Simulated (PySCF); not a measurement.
C₆H₇BS, SMILES c1(/C=C\B)sccc1 at its GFN2-xTB optimised geometry (Å):

```
15

B      0.2250    -2.5479     1.0894
C     -1.0908    -2.1144     0.4289
C     -1.4431    -0.8785     0.0237
C     -0.5413     0.2347     0.0000
C      0.8310     0.2347     0.0000
C      1.3866     1.5279     0.0000
C      0.4416     2.5051    -0.0182
S     -1.1512     1.8656    -0.0433
H      0.6999    -1.9029     1.9437
H      0.7177    -3.5682     0.7922
H     -1.8443    -2.8846     0.2913
H     -2.4438    -0.6728    -0.3395
H      1.4090    -0.6714    -0.0346
H      2.4438     1.7251     0.0052
H      0.5816     3.5682    -0.0259
```

Computed with PBE/def2-TZVP (PySCF). Cells within 0.4 Å of a nucleus heavier than hydrogen are left out (blank, or x).

Map of the electron localisation function on the plane z = 0.6 Å:

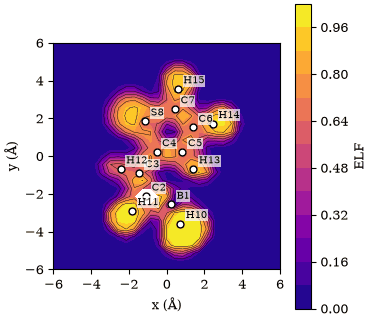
Fig. 1. Electron localisation function on the plane z = 0.6 Å.
